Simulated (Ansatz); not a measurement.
# Fields on a plane of TlI (CsCl type)

```
CELL_PARAMETERS angstrom
      4.24524     0.00000     0.00000
      0.00000     4.24524     0.00000
      0.00000     0.00000     4.24524
ATOMIC_POSITIONS crystal
  Tl 0.00000 0.00000 0.00000
  I  0.50000 0.50000 0.50000
```

The slice is a {110} plane (indices of the conventional cell) through the point (0.500, 0.500, 0.500) (fractional), spanned by u = [100] and v = [011] in vectors of this cell: u (4.25 Å) and v (6.00 Å, at 90° to u). It covers one period; positions are fractions (u, v).

Atoms on it: Tl at (0.50, 0.50); I at (0.00, 0.00).

Computed with r2SCAN (plane waves to 500 eV, PAW, scalar-relativistic; Ansatz, a quantum-chemistry and plane-wave program). k mesh 8×8×8. Inside the PAW spheres the values are not all-electron values, and peaks at nuclei hang on which shells count as valence. Spin-orbit coupling is left out, though I and Tl are heavy. TlI was relaxed with its symmetry unable to fall.

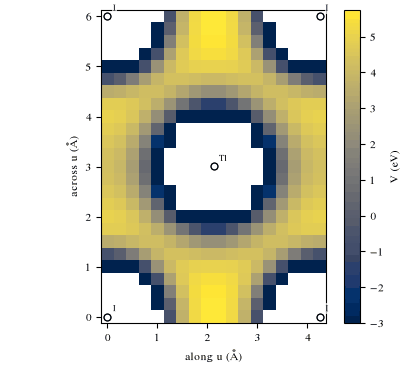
Electrostatic potential energy of an electron, from the cell's mean, in eV, one period of the plane, atoms marked. Points within 1 Å of a nucleus are left white, as the pseudised field means little there. Values under -3 eV are set to -3. The zero, the cell's mean, hangs on the PAW cores.

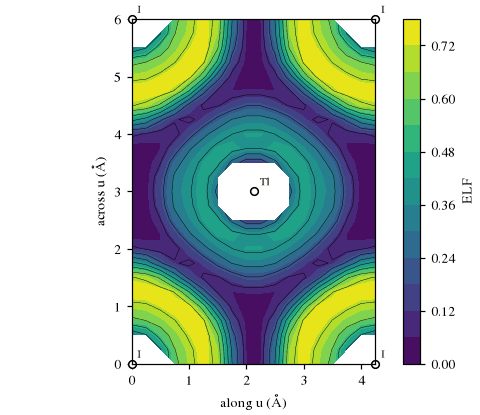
*Electron localisation function (ELF), one period of the plane, atoms marked. Points within 0.5 Å of a nucleus are left white, as the pseudised field means little there.*

| Item | Result |
|---|---|
| Density on the Tl–I line (3.68 Å) at its density minimum, 1.7 Å from Tl | 0.08 e/Å³ |
| ELF at that point | 0.1 |
| ELF maximum in the middle third of the Tl–I line | 0.76, 2.4 Å from Tl |
| Character of the Tl–I contact (rough rule: ELF there above 0.7 covalent, below 0.2 ionic, polar between) | closed-shell (ionic) |
